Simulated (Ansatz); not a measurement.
**CH₃BrCuGa: density, localisation and related maps**

```yaml
atoms:
  - { symbol: C, position_ang: [-0.8770, 0.8115, -2.0322] }
  - { symbol: Br, position_ang: [2.5615, 0.7411, -2.8642] }
  - { symbol: Cu, position_ang: [0.9195, -2.6626, -2.1318] }
  - { symbol: Ga, position_ang: [0.6195, -0.4464, -2.2800] }
  - { symbol: H, position_ang: [-0.6508, 1.4595, -1.1693] }
  - { symbol: H, position_ang: [-1.8351, 0.3006, -1.8570] }
  - { symbol: H, position_ang: [-0.9598, 1.4566, -2.9215] }
```

Geometry: r2SCAN-D4/def2-SVP.

These are results of isolated molecule in a Gaussian basis; Kohn-Sham density functional theory, functional PBE0 (Ansatz), not measurements.

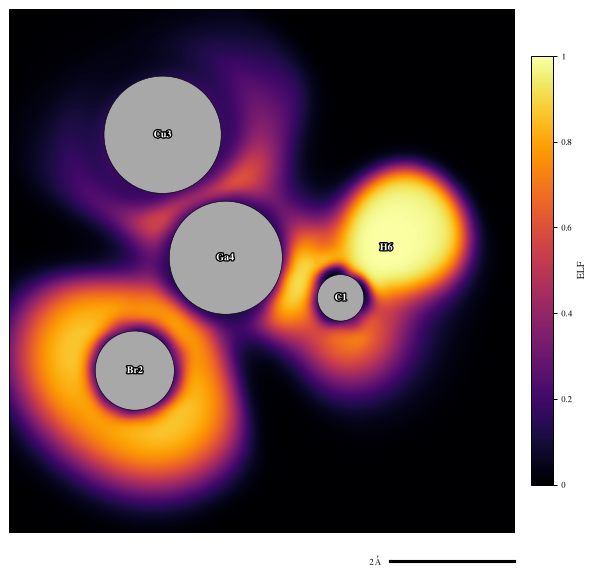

Figure 1. Electron localisation function on the plane of atoms C1, Ga4 and Cu3. Grey discs cover the atomic cores.

Describe what can be read from this map.

- Atoms in the plane: C, Br, Cu, Ga and H.
- C–Ga (1.97 Å): the ELF peaks at about 0.90 in the valence shell of C, 0.7 Å from its nucleus, and is about 0.55 at the midpoint.
- Ga–Cu (2.24 Å): the ELF is about 0.40 at the midpoint.
- Ga–Br (2.35 Å): the ELF peaks at about 0.80 in the valence shell of Br, 1.0 Å from its nucleus, and is about 0.65 at the midpoint.
- C–H (1.10 Å): the ELF climbs to about 1 towards the hydrogen, as it does in any bond to H; a covalent bond by its length.
- The ELF also peaks beside Br2, away from the bonds: lone-pair regions.

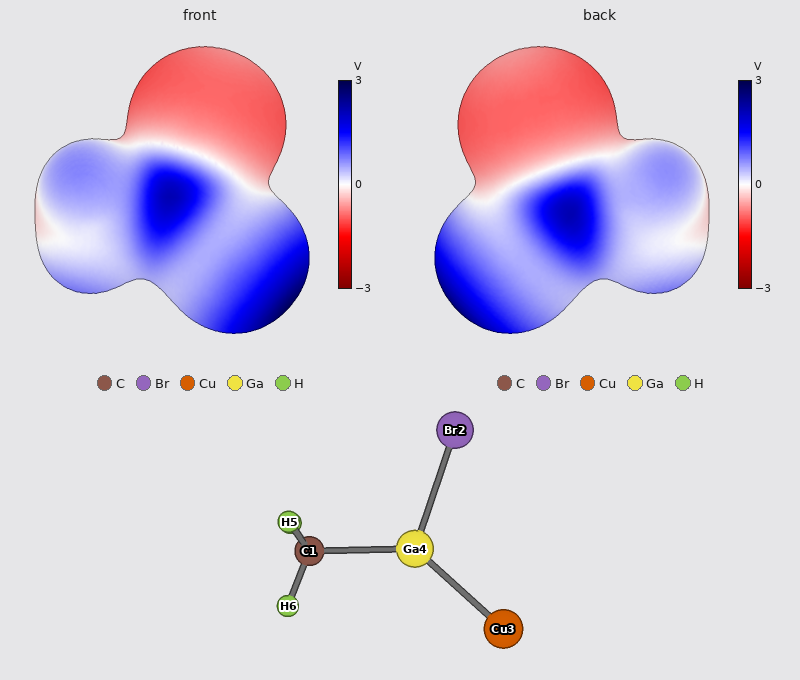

Figure 2. The electrostatic potential painted on the density surface at 0.002 e/bohr³, seen from the front and from behind; the colour scale runs from red (negative) to blue (positive). The bare structure is drawn below in the same view.

Describe the electrostatic potential map.

The most negative region (about −1.0 V, or −23 kcal/mol for a unit charge) lies over Br2, the most positive (about +2.7 V, or +62 kcal/mol for a unit charge) over Cu3.

What dipole moment does the calculation give?

Its dipole moment is 4.30 D.

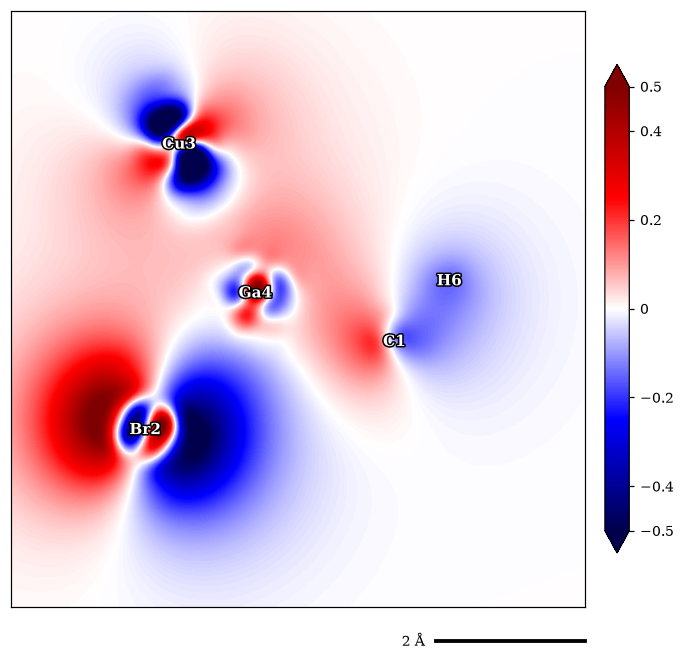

Figure 3. The HOMO−1 on the plane of atoms C1, Ga4 and Cu3 (values in Å⁻³ᐟ²; the overall sign is arbitrary).

Describe this orbital and give its energy.

It lies mainly on Br2 (about 70 %), Cu3 (about 20 %) and Ga4 (about 10 %); largely a lone pair of Br2. Its energy is −7.80 eV.
